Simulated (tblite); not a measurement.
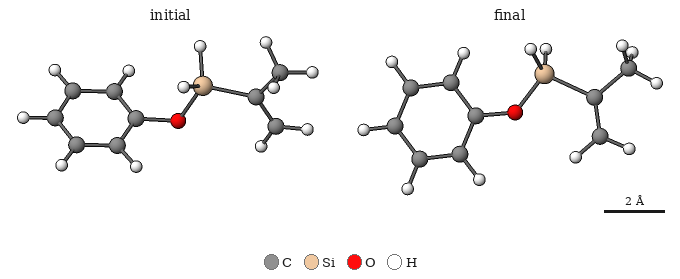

The structure of C₉H₁₂OSi before (left) and after (right) a relaxation, at one scale.

A ball-and-stick model, seen at a tilt.

Theory: GFN2-xTB geometry optimisation, gas phase (tblite 0.8.0). 

Question: Summarise the run.

Answer: The largest move after the best rigid fit is that of an H atom, 1.99 Å. Largest moves by element: H 1.99 Å, C 1.16 Å, O 0.87 Å, Si 0.40 Å. Among the contacts that change: O–Si 1.747 → 1.625 Å, C–O 1.413 → 1.348 Å, C–Si 1.832 → 1.879 Å, C–H 1.135 → 1.089 Å. Among the angles between lasting bonds that change: Si–O–C 113.8° → 132.8°, C–Si–O 113.3° → 103.7°, C–C–H 103.0° → 110.0°. Groups turn about C–O by about 85°, C–C by about 30°. Over 237 geometry steps the energy falls by 16.3 kcal/mol.
